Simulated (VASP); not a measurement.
Band structure of BaZrO3 (cubic perovskite). Calculation: PBE GGA, VASP's PBE PAW potentials (set 64) (plane waves; VASP).

Unless said otherwise, spin-orbit coupling is left out, though it shifts the bands of the heavy elements here.

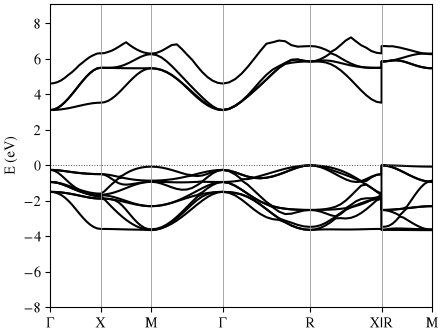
Figure. Bands along high-symmetry lines, zero at the valence-band maximum or, without a gap, the Fermi level

Question: Read the plot: is there a gap, and where are the band edges?

Answer: The gap is indirect, 3.12 eV, from the valence maximum at R to the conduction minimum at Γ. (Edges off the drawn lines would not show.)

The compound is BaZrO3 in the cubic perovskite structure. It was relaxed first.
